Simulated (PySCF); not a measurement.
# H8P4Si: the cost of one run

Computed with PySCF 2.14.0, with density-fitted response routines of our own, on a single molecule in the gas phase. Atoms are numbered from 0 throughout.

### 1 The starting structure

13 atoms, charge 0, multiplicity 1; geometry from: GFN2-xTB.

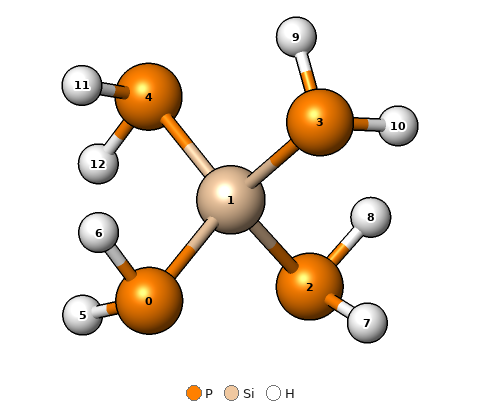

As it starts; phosphorus orange, silicon light orange, hydrogen white, atoms numbered.

### 2 Relaxing the molecule at PBE0-D3(BJ)/def2-SVP

The job: settings as JSON, then the geometry in Å.

```
{"job": {"xc": "PBE0", "basis": "def2-SVP", "d3": "d3bj", "grid": 1, "kind": "geom"}, "charge": 0, "multiplicity": 1}
P     -0.382440    -0.844670     2.155710
Si     0.090900    -0.017400     0.079070
P      1.915810    -1.176710    -0.656150
P      0.439500     2.223210     0.429410
P     -1.510480    -0.296730    -1.542050
H     -0.978360    -1.998730     1.674340
H     -1.595120    -0.178960     2.241650
H      2.766290    -0.581970     0.259070
H      2.224940    -0.251020    -1.637640
H     -0.405200     2.608820    -0.598930
H      1.551600     2.282940    -0.393450
H     -2.561600    -0.095300    -0.661240
H     -1.564590    -1.672500    -1.385240
```

Run with:

```bash
$ OMP_NUM_THREADS=1 python probes_run.py task.json out
```

This one command runs all jobs of the session in turn.

Q: Estimate the wall time and peak memory of this first job on 1 thread of Arm Neoverse V2, shared host.

About 2.1 min, with a peak of 0.52 GiB.
